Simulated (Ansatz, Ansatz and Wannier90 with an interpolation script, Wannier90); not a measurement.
# InP (F-43m): what limits a Wannier interpolation of GW, part 2 of 2

Wanted: errors and cost of interpolated bands of InP (F-43m) under coarser or faulty settings.

Wannier90 4.0.3; maximally localised Wannier functions from the overlaps of r2SCAN states (plane waves, PAW). Known limits of the many-body steps: not at the basis limit; no spin-orbit coupling; coarse k mesh.

So far. Step 2 (Wannier model on 16×16×16, by Wannier90): Near the gap the model misses directly solved bands by 1.0 meV r.m.s. and by 5 meV at most in the window tested. This tests the starting bands, not the corrections carried with them. Step 3 (Wannier model on 16×16×16, by the program's own …): Near the gap the model misses directly solved bands by 1.1 meV r.m.s. and by 5 meV at most in the window tested. This tests the starting bands, not the corrections carried with them.

The database entry behind the starting cell differs from later determinations by our own check (0.1 to 0.3 % short, probably kX units), so it need not match the best structure at ambient conditions.

## (4) Wannier model on 8×8×8, by Wannier90

This step: maximally localised Wannier functions from the overlaps of r2SCAN states (plane waves, PAW).

Input file w.win:

```
num_iter = 1200
conv_tol = 1.0e-8
conv_window = 5
dis_num_iter = 4000
dis_conv_tol = 1.0e-8
dis_mix_ratio = 0.7
write_hr = true
use_ws_distance = false
num_print_cycles = 50
! ansatz wannier90 interface
! projections by site (counted from 0) and shell: 0 5S, 0 5P, 1 3P
! states of the run's bands (counted from 1): 1-17
num_bands = 17
num_wann  = 7
dis_win_min = 0.79
dis_win_max = 18.26
dis_froz_min = 0.79
dis_froz_max = 10.98
guiding_centres = true

begin unit_cell_cart
Ang
                      0.0                   2.9305                   2.9305
                   2.9305                      0.0                   2.9305
                   2.9305                   2.9305                      0.0
end unit_cell_cart

begin atoms_frac
In                       0.0                      0.0                      0.0
P                       0.75                     0.75                     0.75
end atoms_frac

mp_grid = 8 8 8

[... the mesh's points ...]
```

Command:

```console
OMP_NUM_THREADS=1 mpirun -n 8 wannier90.x w > wannier90.x.log
```

Numbers of over 12 decimals in the logs are rounded to 6 here.

The program printed:

```text
[banner, memory and clock lines left out]
TEM
                                    ------

                              Lattice Vectors (Ang)
                    a_1     0.000000   2.930500   2.930500
                    a_2     2.930500   0.000000   2.930500
                    a_3     2.930500   2.930500   0.000000

                   Unit Cell Volume:      50.33327  (Ang^3)

                        Reciprocal-Space Vectors (Ang^-1)
                    b_1    -1.072033   1.072033   1.072033
                    b_2     1.072033  -1.072033   1.072033
                    b_3     1.072033   1.072033  -1.072033

 *----------------------------------------------------------------------------*
 |   Site       Fractional Coordinate          Cartesian Coordinate (Ang)     |
 +----------------------------------------------------------------------------+
 | in   1   0.00000   0.00000   0.00000   |    0.00000   0.00000   0.00000    |
 | p    1   0.75000   0.75000   0.75000   |    4.39575   4.39575   4.39575    |
 *----------------------------------------------------------------------------*
                                ------------
                                K-POINT GRID
                                ------------

             Grid size =  8 x  8 x  8      Total points =  512

 *---------------------------------- MAIN ------------------------------------*
 |  Number of Wannier Functions               :                 7             |
 |  Number of Objective Wannier Functions     :                 7             |
 |  Number of input Bloch states              :                17             |
 |  Output verbosity (1=low, 5=high)          :                 1             |
 |  Timing Level (1=low, 5=high)              :                 1             |
[...]
Sum of centres and spreads ( 13.187250, 13.187250, 13.187250 )    27.27067769

      1    -0.593E+00     0.4294931334       27.2706776909       0.28  <-- CONV
        O_D=      0.4510786 O_OD=      6.3934679 O_TOT=     27.2706777 <-- SPRD
 Delta: O_D= -0.4991912E-01 O_OD= -0.5435754E+00 O_TOT= -0.5934945E+00 <-- DLTA

             <<<     Delta < 1.000E-08  over  5 iterations     >>>
             <<< Wannierisation convergence criteria satisfied >>>

 Final State
[...]
WF centre and spread    6  (  4.395750,  4.395750,  4.395750 )     2.68492049
  WF centre and spread    7  (  4.395750,  4.395750,  4.395750 )     2.68492049
  Sum of centres and spreads ( 13.187250, 13.187250, 13.187250 )    26.95592569

         Spreads (Ang^2)       Omega I      =    20.426131173
        ================       Omega D      =     0.483795910
                               Omega OD     =     6.045998603
    Final Spread (Ang^2)       Omega Total  =    26.955925685

 Writing checkpoint file w.chk... done

 *---------------------------------------------------------------------------*
 |                               PLOTTING                                    |
 *---------------------------------------------------------------------------*

 *===========================================================================*
 |                             TIMING INFORMATION                            |
 *===========================================================================*
 |    Tag                                                Ncalls      Time (s)|
 |---------------------------------------------------------------------------|
 |kmesh: get                                        :         1         0.113|
 |overlap: read                                     :         1         0.654|
 |dis: main                                         :         1         0.280|
 |wann: main                                        :         1         0.214|
 |plot: main                                        :         1         0.042|
 *---------------------------------------------------------------------------*
 All done: wannier90 exiting
```

Run time: 2.2 s. Hardware: 8 MPI ranks of Arm Neoverse V2, shared host.

This step gave:

```
gauge-invariant spread     : 20.43 Å²
diagonal spread            : 0.4838 Å²
off-diagonal spread        : 6.046 Å²
total spread               : 26.96 Å²
disentanglement steps      : 118
r.m.s. interpolation error : 0.006036 eV
r.m.s. error near the gap  : 0.007907 eV
```

Near the gap the model misses directly solved bands by 7.9 meV r.m.s. and by 57 meV at most in the window tested. This tests the starting bands, not the corrections carried with them.

Frozen up to 4.16 eV; above it the model need not follow the bands. Electronic bands along the path, in eV, zero at the valence-band top; v1 is the highest filled band, c1 the lowest empty one:

| point | v3 | v2 | v1 | c1 | c2 | c3 | c4 |
| --- | --- | --- | --- | --- | --- | --- | --- |
| Γ | 0.00 | 0.00 | 0.00 | 1.16 | 4.43 | 4.43 | 4.43 |
| X | -5.88 | -2.41 | -2.41 | 2.01 | 2.54 | 10.29 | 10.29 |
| U | -5.72 | -3.42 | -2.01 | 2.64 | 4.84 | 8.18 | 8.85 |
| jump to K | -5.72 | -3.42 | -2.01 | 2.64 | 4.84 | 8.18 | 8.85 |
| Γ | 0.00 | 0.00 | 0.00 | 1.16 | 4.43 | 4.43 | 4.43 |
| L | -5.88 | -1.01 | -1.01 | 1.86 | 5.39 | 5.39 | 7.69 |
| W | -5.71 | -3.06 | -3.00 | 4.58 | 4.79 | 6.04 | 8.56 |
| X | -5.88 | -2.41 | -2.41 | 2.01 | 2.54 | 10.29 | 10.29 |

The same for Kohn-Sham, solved directly:

| point | v3 | v2 | v1 | c1 | c2 | c3 | c4 |
| --- | --- | --- | --- | --- | --- | --- | --- |
| Γ | 0.00 | 0.00 | 0.00 | 1.16 | 4.43 | 4.43 | 4.43 |
| X | -5.88 | -2.41 | -2.41 | 2.01 | 2.54 | 9.88 | 10.29 |
| U | -5.72 | -3.42 | -2.01 | 2.64 | 4.75 | 8.00 | 8.02 |
| K | -5.72 | -3.42 | -2.01 | 2.64 | 4.75 | 8.00 | 8.02 |
| Γ | 0.00 | 0.00 | 0.00 | 1.16 | 4.43 | 4.43 | 4.43 |
| L | -5.88 | -1.01 | -1.01 | 1.86 | 5.15 | 5.15 | 7.55 |
| W | -5.71 | -3.06 | -3.00 | 4.58 | 4.79 | 6.04 | 6.58 |
| X | -5.88 | -2.41 | -2.41 | 2.01 | 2.54 | 9.88 | 10.29 |

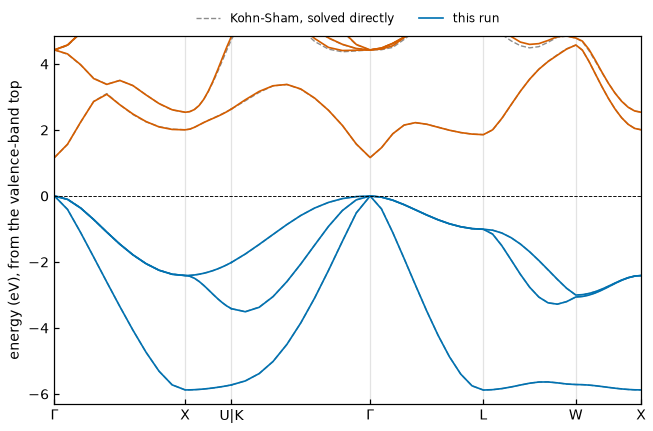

Electronic bands along the path; lines of filled and empty bands in two colours; dashed: Kohn-Sham, solved directly.

## (5) G0W0: 8×8×8 mesh, 231 empty bands, screening to 160 eV

G0W0 replaces the xc potential by the self-energy, built once from these orbitals. Only a window of levels is corrected, while the sums run over the empty bands that the input names.

This step: G0W0 on r2SCAN, plane waves, PAW.

Input file input.yaml:

```yaml
crystal:
  lattice:
    - [0.0, 2.9305, 2.9305]
    - [2.9305, 0.0, 2.9305]
    - [2.9305, 2.9305, 0.0]
  atoms:
    - { symbol: In, position: [0.0, 0.0, 0.0] }
    - { symbol: P, position: [0.75, 0.75, 0.75] }
kpoints:
  mp_grid: { grid: [8, 8, 8] }
hamiltonian:
  xc: r2scan
scf:
  occupations: { method: fixed }
gw:
  n_empty_bands: 231
  ecut_chi: 160.0
  qp_bands: [v3, c2]
  screening: { model: contour_deformation }
```

Command:

```console
ansatz run input.yaml --threads 12 --pin off --max-ram 22118MiB --backend cpu --events-out ev --progress --plain --runs-dir out
```

The program printed:

```text
[...]
Crystal: 2 atoms, lattice volume = 50.333 Å³
Basis set: ecut = 500 eV, 1243 PW (Γ), exchange–correlation on 128×128×128 points (64 copies of the dense FFT grid, shifted against one another)
Bands: 13, of which v1, the nominal top of the filled ones, is band 9 counted from 1 (8 counted from 0)
Symmetry: 24 space group operations
[...]
k-points: 29 of 512 (time reversal used)
[...]
1     9      6.6266   -16.5212     1.0547   -15.0147  0.7655     6.1715     6.1748  root
[...]
28     8      3.7580   -15.3882     2.2046   -12.6730  0.7303     3.2385     3.2474  root
    28     9      3.8165   -14.6997     2.0670   -12.1263  0.7346     3.3016     3.3101  root
    28    10     11.3931    -6.8446    -4.1994   -10.9927  0.7692    11.3419    11.3418  root
    28    11     11.6049    -8.9033    -4.8566   -13.9009  0.7462    11.7464    11.7459  root
[key lines of the parts left out:]
SCF converged after 6 iterations
Free energy (F): -6371.731918 eV
Fermi energy:    6.818110 eV
```

It took 10 min on 12 threads; peak memory 2.3 GiB.

The G0W0 gap on the mesh is 1.497 eV.

## (6) G0W0: 4×4×4 mesh, 231 empty bands, screening to 160 eV

Edit input.yaml of step 5 so:

```diff
@@ -9,3 +9,3 @@
 kpoints:
-  mp_grid: { grid: [8, 8, 8] }
+  mp_grid: { grid: [4, 4, 4] }
 hamiltonian:
```

The program printed:

```text
[...]
Crystal: 2 atoms, lattice volume = 50.333 Å³
Basis set: ecut = 500 eV, 1243 PW (Γ), exchange–correlation on 128×128×128 points (64 copies of the dense FFT grid, shifted against one another)
Bands: 13, of which v1, the nominal top of the filled ones, is band 9 counted from 1 (8 counted from 0)
Symmetry: 24 space group operations
[...]
k-points: 8 of 64 (time reversal used)
[...]
1     9      6.2768   -16.5145     1.4544   -14.6305  0.7528     5.8419     5.8473  root
[...]
7     8      3.7847   -15.3751     2.2485   -12.6584  0.7236     3.3085     3.3167  root
     7     9      3.8410   -14.6897     2.1167   -12.1098  0.7283     3.3690     3.3780  root
     7    10     11.4090    -6.8455    -4.2476   -10.9857  0.7623    11.3019    11.3016  root
     7    11     11.6320    -8.8997    -4.9006   -13.8929  0.7397    11.7248    11.7246  root
[key lines of the parts left out:]
SCF converged after 6 iterations
Free energy (F): -6371.632518 eV
Fermi energy:    6.855597 eV
```

It took 16 s on 12 threads; peak memory 1.6 GiB; 2.2 min of CPU time.

The G0W0 gap on the mesh is 1.444 eV.

## (7) G0W0: 8×8×8 mesh, 107 empty bands, screening to 96 eV

input.yaml, the sections that differ from step 6:

```yaml
kpoints:
  mp_grid: { grid: [8, 8, 8] }
gw:
  n_empty_bands: 107
  ecut_chi: 96
  qp_bands: [v3, c2]
  screening: { model: contour_deformation }
# crystal, hamiltonian, scf: as in step 6
```

The program printed:

```text
[...]
Crystal: 2 atoms, lattice volume = 50.333 Å³
Basis set: ecut = 500 eV, 1243 PW (Γ), exchange–correlation on 128×128×128 points (64 copies of the dense FFT grid, shifted against one another)
Bands: 13, of which v1, the nominal top of the filled ones, is band 9 counted from 1 (8 counted from 0)
Symmetry: 24 space group operations
[...]
k-points: 29 of 512 (time reversal used)
[...]
1     9      6.6266   -16.5212     1.2439   -15.0147  0.7665     6.3629     6.3640  root
[...]
28     8      3.7580   -15.3882     2.3313   -12.6730  0.7308     3.3693     3.3741  root
    28     9      3.8165   -14.6997     2.1897   -12.1263  0.7351     3.4281     3.4327  root
    28    10     11.3931    -6.8446    -4.0747   -10.9927  0.7698    11.4667    11.4665  root
    28    11     11.6049    -8.9033    -4.6631   -13.9009  0.7471    11.9426    11.9394  root
[key lines of the parts left out:]
SCF converged after 6 iterations
Free energy (F): -6371.731918 eV
Fermi energy:    6.818110 eV
```

Run time: 2.2 min. Hardware: 12 threads; peak memory 1 GiB; 15 min of CPU time.

The G0W0 gap on the mesh is 1.504 eV.

## (8) G0W0: 8×8×8 mesh, 231 empty bands, screening to 160 eV, plasmon pole

Edit input.yaml of step 7 so:

```diff
@@ -15,5 +15,5 @@
 gw:
-  n_empty_bands: 107
-  ecut_chi: 96
+  n_empty_bands: 231
+  ecut_chi: 160.0
   qp_bands: [v3, c2]
-  screening: { model: contour_deformation }
+  screening: { model: godby_needs }
```

The program printed:

```text
[...]
Crystal: 2 atoms, lattice volume = 50.333 Å³
Basis set: ecut = 500 eV, 1243 PW (Γ), exchange–correlation on 128×128×128 points (64 copies of the dense FFT grid, shifted against one another)
Bands: 13, of which v1, the nominal top of the filled ones, is band 9 counted from 1 (8 counted from 0)
Symmetry: 24 space group operations
[...]
k-points: 29 of 512 (time reversal used)
[...]
1     9      6.6266   -16.5212     1.0867   -15.0147  0.7838     6.2058     6.2067  root
[...]
28     8      3.7580   -15.3882     2.1621   -12.6730  0.7733     3.2039     3.2049  root
    28     9      3.8165   -14.6997     2.0137   -12.1263  0.7765     3.2540     3.2567  root
    28    10     11.3931    -6.8446    -4.2066   -10.9927  0.7968    11.3347    11.3347  root
    28    11     11.6049    -8.9033    -4.7399   -13.9009  0.7815    11.8632    11.8626  root
[key lines of the parts left out:]
SCF converged after 6 iterations
Free energy (F): -6371.731918 eV
Fermi energy:    6.818110 eV
```

The job ended after 6.4 min (12 threads; peak memory 3.6 GiB; 74 min of CPU time).

The G0W0 gap on the mesh is 1.520 eV.

## (9) Interpolated results

Times are wall times on 12 threads of Arm Neoverse V2, shared host, good to a factor of about two.

| GW mesh | empty bands | cutoff (eV) | frequency | gap on mesh (eV) | gap over zone (eV) | direct gap (eV) | valence width (eV) | GW time |
| --- | --- | --- | --- | --- | --- | --- | --- | --- |
| 8×8×8 | 231 | 160 | contour deformation | 1.497 | 1.497 | 1.497 | 5.884 | 10 min |
| 4×4×4 | 231 | 160 | contour deformation | 1.444 | 1.455 | 1.455 | 5.899 | 16 s |
| 8×8×8 | 107 | 96 | contour deformation | 1.504 | 1.504 | 1.505 | 5.928 | 2.2 min |
| 8×8×8 | 231 | 160 | plasmon pole | 1.520 | 1.520 | 1.521 | 6.036 | 6.4 min |

## (10) Outcome

```yaml
8x8x8_mesh_231_empty_bands_screening_to_160_ev: 1.50 eV
4x4x4_mesh_231_empty_bands_screening_to_160_ev: 1.46 eV
8x8x8_mesh_107_empty_bands_screening_to_96_ev: 1.50 eV
8x8x8_mesh_231_empty_bands_screening_to_160_ev_plasmon_pole: 1.52 eV
```

**Reading.** The largest change, −0.04 eV in the gap over the zone, comes with 4×4×4 mesh, 231 empty bands, screening to 160 eV. The first run is a reference, not a converged one, and where a row moves several settings no single cause can be named. Rows on another GW mesh add that mesh's corrections to the bands of the one model. The program's own minimiser ends at the same spread as the first model, 29.4 Å², from the same trial orbitals; this need not be the lowest minimum. Coarser Wannier mesh (8×8×8): the miss near the gap goes from 1 (the model on 16×16×16) to 8 meV and the total spread from 29.4 to 27.0 Å². With 4×4×4 mesh, 231 empty bands, screening to 160 eV the gap over the zone moves by −0.04 eV and that on the mesh by −0.05 eV. With 8×8×8 mesh, 107 empty bands, screening to 96 eV the gap over the zone moves by +0.01 eV and that on the mesh by +0.01 eV. With 8×8×8 mesh, 231 empty bands, screening to 160 eV, plasmon pole the gap over the zone moves by +0.02 eV and that on the mesh by +0.02 eV. Gaps over the zone and on the mesh differ where an edge lies off the mesh, or where a GW run starts from another density: the starting gap over the zone is 1.165 eV, on the GW meshes it is 1.165 eV and 1.154 eV. The many-body steps are scalar-relativistic: spin-orbit coupling is not in them.

[Paths, hosts, dates, memory and timing lines, banners, echoed tables and standing remarks are left out of the program output.]

[Logs are printed without paths, hosts, clocks, repeated set-up lines and the standing remarks that a program may print on its own settings, such as how far it seeks lower states.]

[Runs of the session that timed out or met a known fault of the program may be left out.]

[Hosts, paths, dates, database ids (printed as entryN), source tags and the programs' standing remarks are cut or masked in the printed files.]
